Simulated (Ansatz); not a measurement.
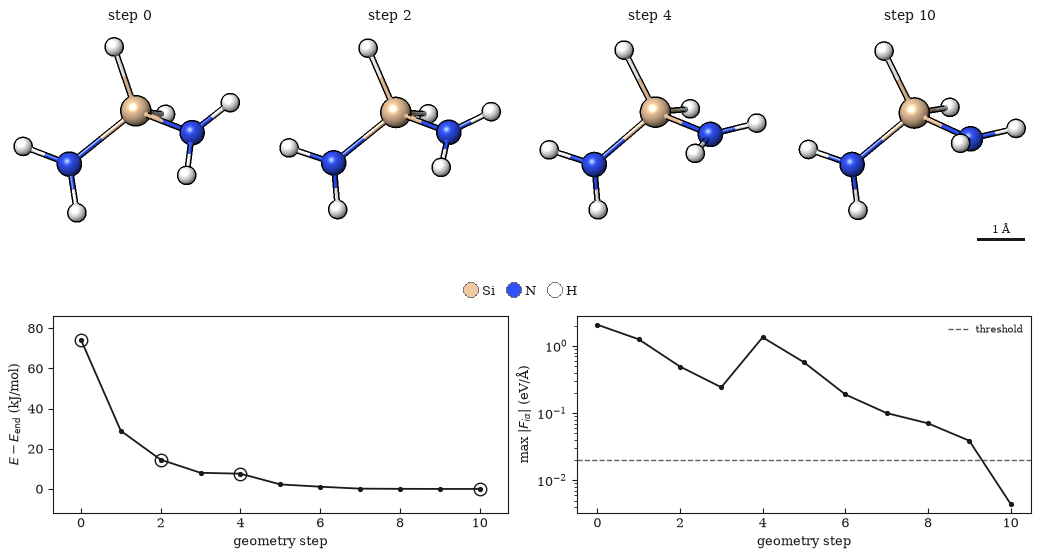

Frames of a relaxation of SiN$_{2}$H$_{6}$, marked on the history of the run. A ball-and-stick model, seen at a tilt.

The run prepares the start of a later molecular dynamics calculation, from a guessed geometry.

These are results of Ansatz, RKS B3LYP-D4/6-31G*, not measurements. (no spin polarisation; force threshold 0.02 eV/Å; at most 40 steps)

Question: What happens along the run?

Answer: After 10 geometry steps the energy has fallen by 74.4 kJ/mol. The largest force component goes from 2.1 to 0.0045 eV/Å. The largest move after the best rigid fit is that of an H atom, 0.80 Å. By element the largest moves are H 0.80 Å, N 0.15 Å, Si 0.11 Å. Near-neighbour distances that change, for instance: N–Si 1.819 → 1.726 Å, H–N 1.060 → 1.012 Å, H–Si 1.460 → 1.495 Å. Bond angles that change, for instance: N–Si–H 109.5° → 118.0°, H–N–H 120.0° → 111.8°, N–Si–H 109.5° → 103.0°. The run took 21 s on 1 thread of Arm Neoverse V2, with other jobs on the host, peak memory 0.12 GiB. From step 0 to 2: H atoms move most (0.24 Å), energy −59.8 kJ/mol. From step 2 to 4: an H atom moves most (0.39 Å), energy −6.98 kJ/mol. From step 4 to 10: an H atom moves most (0.25 Å), energy −7.59 kJ/mol.
